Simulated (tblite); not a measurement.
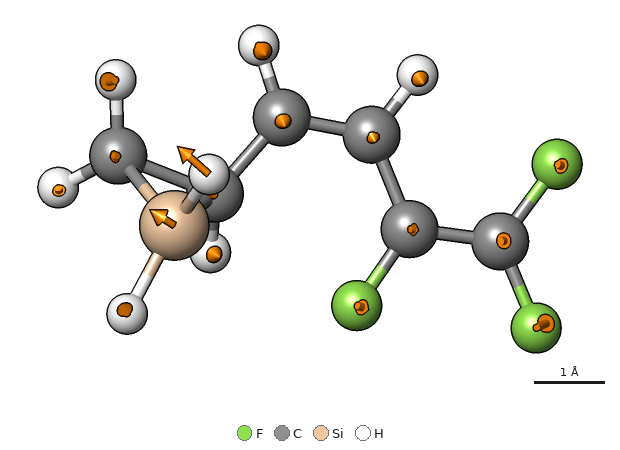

This is a relaxation of C6H7F3Si. The starting structure is drawn; orange arrows show the displacements, at their true length. The two geometries are superimposed by the best rigid fit.

Style: ball-and-stick. Shown from a free direction.

Computed with GFN2-xTB geometry optimisation, gas phase (tblite 0.8.0). 

### Describe the change and its energy.

Over 91 geometry steps the energy falls by 16.3 kcal/mol. The largest move after the best rigid fit is that of an H atom, 0.63 Å. By element the largest moves are H 0.63 Å, F 0.61 Å, Si 0.46 Å, C 0.32 Å. Some distances before and after: C–Si 1.861 → 1.937 Å, C–F 1.389 → 1.334 Å, C–H 1.133 → 1.081 Å, C–C 1.472 → 1.438 Å. Bond angles that change, for instance: F–C–F 120.8° → 110.7°, C–C–C 111.3° → 119.2°, C–C–C 121.1° → 128.4°. Groups turn about C–C by about 25°.
